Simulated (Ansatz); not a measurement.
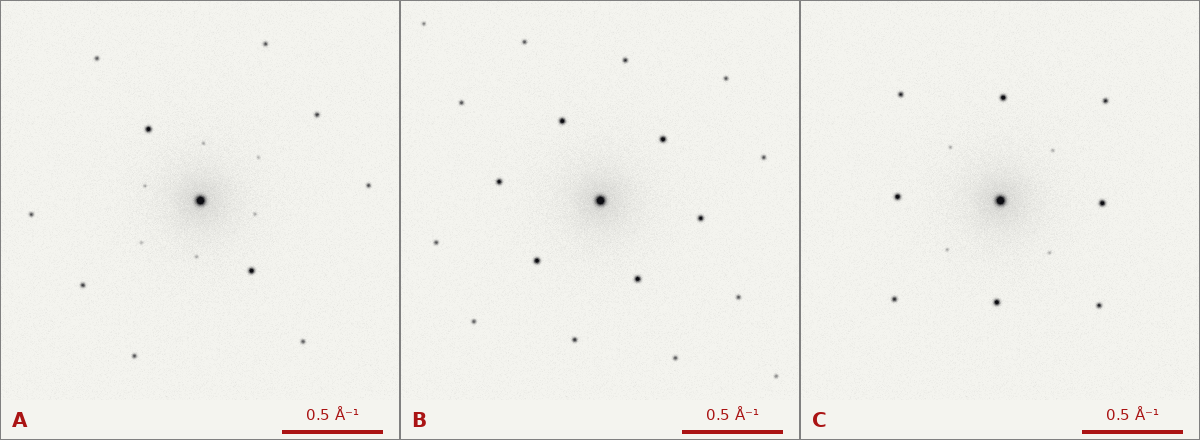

Simulated selected-area electron diffraction patterns (120 kV, kinematic approximation, thin crystal, B = 0.5 Å² for all atoms).

All three come from MgSi₃, space group I4/mmm (No. 139), a = 3.91 Å, c = 8.13 Å. Structure: the geometry relaxed with DFT PBEsol, scalar-relativistic, plane waves, PAW (Ansatz); the starting structure was generated, so it need not be a known form of this composition.

```cif
data_structure
_symmetry_space_group_name_H-M 'I4/mmm'
_symmetry_Int_Tables_number 139
_cell_length_a 3.9065
_cell_length_b 3.9065
_cell_length_c 8.1261
_cell_angle_alpha 90.000
_cell_angle_beta 90.000
_cell_angle_gamma 90.000
_cell_volume 124.01
loop_
_atom_site_label
_atom_site_type_symbol
_atom_site_symmetry_multiplicity
_atom_site_Wyckoff_symbol
_atom_site_fract_x
_atom_site_fract_y
_atom_site_fract_z
_atom_site_occupancy
Mg1 Mg 2 a 0.00000 0.00000 0.00000 1
Si1 Si 2 b 0.50000 0.50000 0.00000 1
Si2 Si 4 d 0.50000 0.00000 0.25000 1
```

Assign the zone axes [001], [111], [201] to A, B and C.

Answer. A is [111]: centred rectangular net of -1 0 1 (weak) at d = 3.52 Å and 0 -1 1 (weak) at d = 3.52 Å, at 79.2°. B is [201]: centred rectangular net of -1 1 2 at d = 2.28 Å and -1 -1 2 at d = 2.28 Å, at 71.6°. C is [001]: square net of 1 -1 0 (weak) at d = 2.76 Å and 1 1 0 (weak) at d = 2.76 Å, at 90.0°.
